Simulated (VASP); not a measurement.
Band structure of BP (zinc blende). Calculation: LDA (Ceperley-Alder, Perdew-Zunger), VASP's LDA PAW potentials (set 64) (plane waves; VASP 6.6.1).

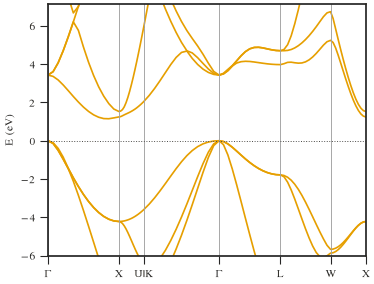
Figure. Bands along high-symmetry lines, zero at the valence-band maximum or, without a gap, the Fermi level

Q: Read the plot: is there a gap, and where are the band edges?

A: The gap is indirect, 1.15 eV, from the valence maximum at Γ to the conduction minimum at Γ-X at 0.86. (Edges off the drawn lines would not show.)

The compound is BP in the zinc blende structure. It was relaxed first.
